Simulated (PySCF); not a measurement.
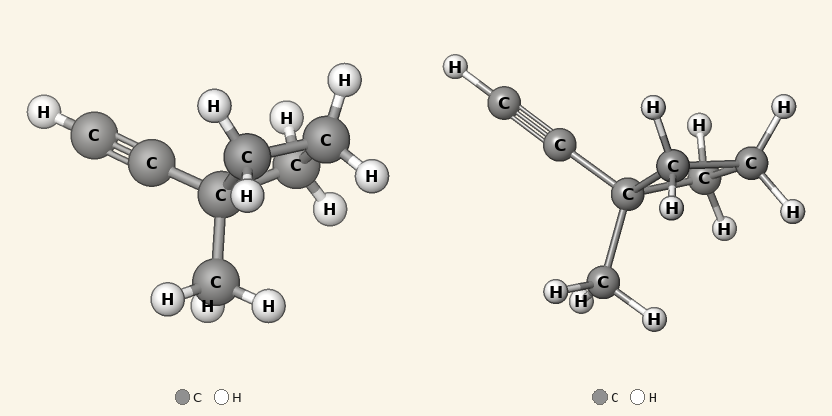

Both panels show the same species.

Computed geometry: GFN2-xTB optimisation. No frequency run is at hand to confirm it as a minimum.

Question: Give the formula.

Answer: C7H10, 17 atoms: 7 carbon and 10 hydrogen.

Question: Describe its rings.

Answer: Independent rings (smallest set): 1 of 4 members.

Question: What is its SMILES?

Answer: C#CC1(C)CCC1

The parts below concern this one geometry. Atoms keep their numbers from picture to picture.

Geometry

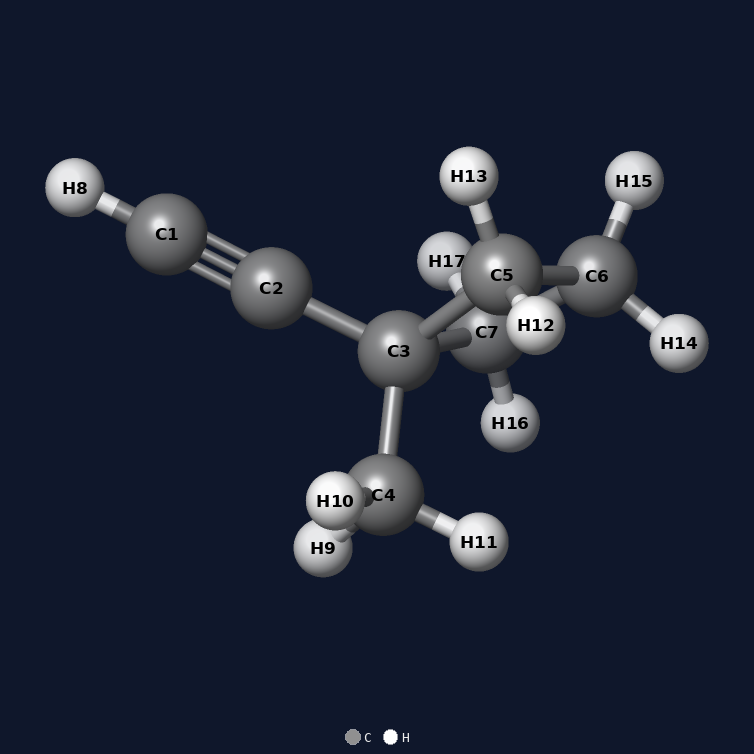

The atoms are numbered. No frequency run is at hand to confirm it as a minimum.

Question: Describe the coordination of atom 2.

Answer: C2 has 2 neighbours (C1 at 1.20, C3 at 1.45 Å); the arrangement is linear.

Question: How are the neighbours of atom 4 arranged?

Answer: C4 has 4 neighbours (C3 at 1.53, H9 at 1.09, H10 at 1.09, H11 at 1.09 Å); the arrangement is tetrahedral.

Question: How are the neighbours of atom 1 arranged?

Answer: C1 has 2 neighbours (C2 at 1.20, H8 at 1.05 Å); the arrangement is linear.

Question: What is the dihedral angle C7–C3–C5–C6?

Answer: 8° in size, that is syn (eclipsed).

Charges

The questions are on ESP-fitted charges. No frequency run is at hand to confirm it as a minimum. Properties computed with PBE0/pcSseg-1, gas phase (PySCF 2.14.0).

Question: Which atom carries the highest charge (most positive or least negative)?

Answer: C3 (0.82 e).

Question: And the lowest?

Answer: C4 (−0.62 e).

Give the ESP-fitted charges atom by atom.

```tsv
atom	value (e)
C1	−0.33
C2	−0.34
C3	0.82
C4	−0.62
C5	−0.36
C6	0.10
C7	−0.37
H8	0.28
H9	0.15
H10	0.15
H11	0.15
H12	0.07
H13	0.11
H14	0.01
H15	0.01
H16	0.07
H17	0.11
```

Ring current

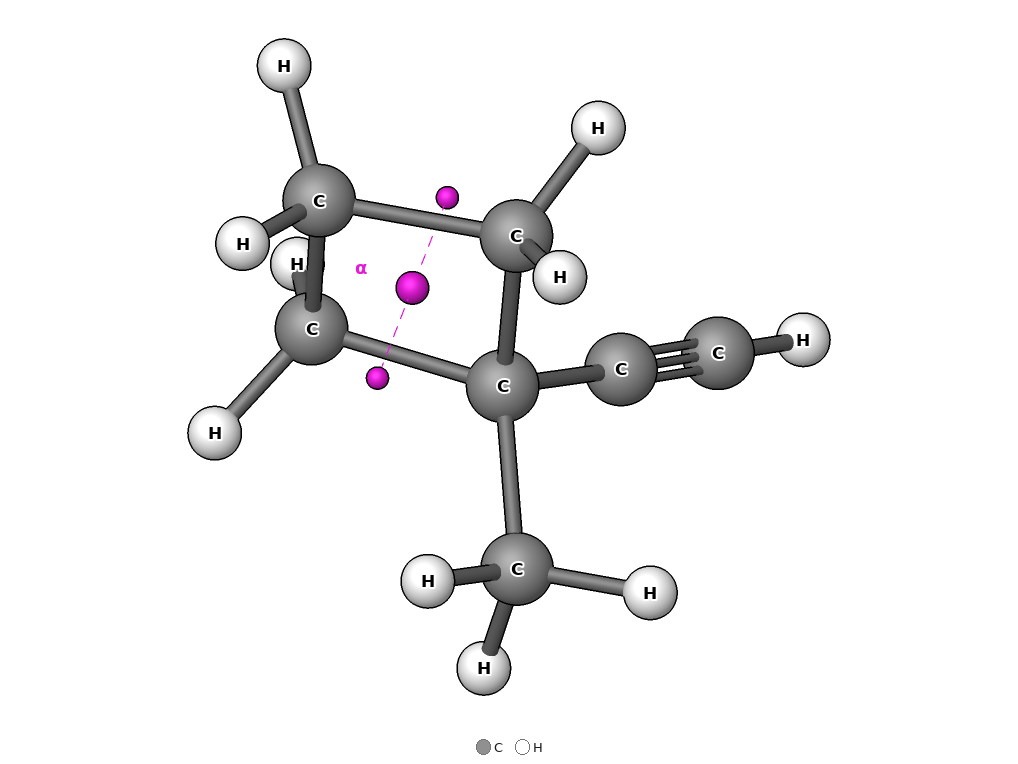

The small points mark where nucleus-independent chemical shifts (NICS) were computed: at the centre of each lettered ring and 1 Å above and below it. No frequency run is at hand to confirm it as a minimum. Level of theory: GIAO PBE0/pcSseg-1 NMR shielding, non-relativistic, gas phase (PySCF 2.14.0).

Give NICS(0), NICS(1) and the out-of-plane component NICS(1)zz for each ring (means of the two sides).

```csv
ring,members,NICS(0),NICS(1),NICS(1)zz
α,C4,0.0,0.0,3.9
```

Values in ppm.

NMR shielding

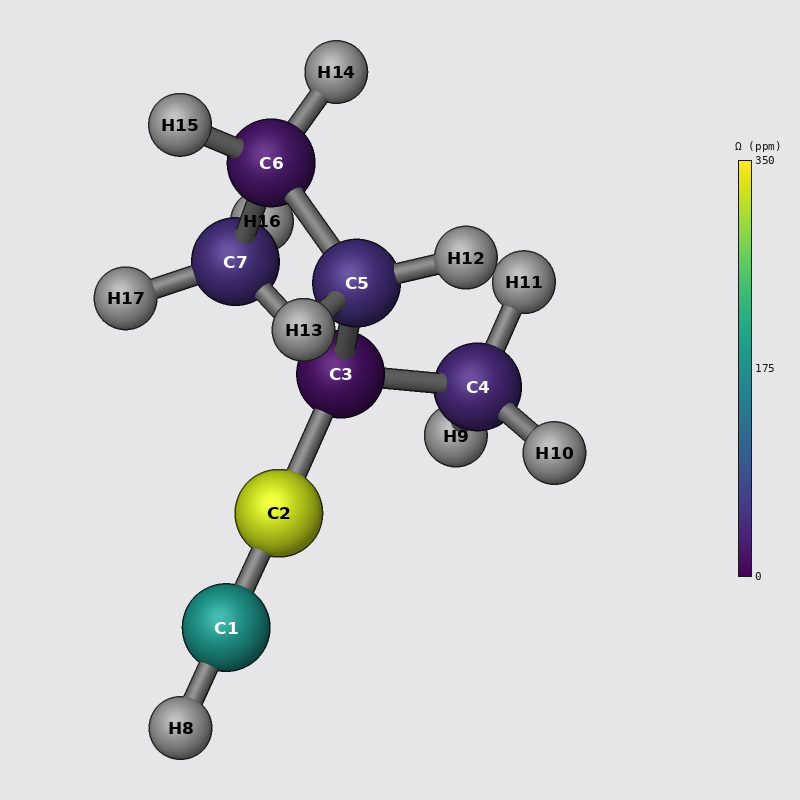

The C atoms are coloured by the span of their shielding tensor. No frequency run is at hand to confirm it as a minimum. Method: GIAO PBE0/pcSseg-1 NMR shielding, non-relativistic, gas phase (PySCF 2.14.0). Principal shieldings σ11 ≤ σ22 ≤ σ33, span Ω = σ33 − σ11, skew κ = 3(σiso − σ22)/Ω.

Question: Which C atom has the most anisotropic shielding?

Answer: C2, with a span of 324 ppm.

Give the shielding tensors of the C atoms.

| atom | σ11 | σ22 | σ33 | σiso | Ω | κ |
| --- | --- | --- | --- | --- | --- | --- |
| C1 | 48.7 | 50.8 | 233.0 | 110.8 | 184.3 | 0.98 |
| C2 | −20.8 | −14.8 | 302.9 | 89.1 | 323.7 | 0.96 |
| C3 | 148.6 | 162.6 | 162.8 | 158.0 | 14.2 | −0.98 |
| C4 | 141.2 | 146.5 | 181.8 | 156.5 | 40.7 | 0.74 |
| C5, C7 | 131.5 | 144.3 | 179.4 | 151.7 | 47.9 | 0.47 |
| C6 | 164.5 | 168.6 | 186.3 | 173.1 | 21.8 | 0.62 |

Shieldings and span in ppm.
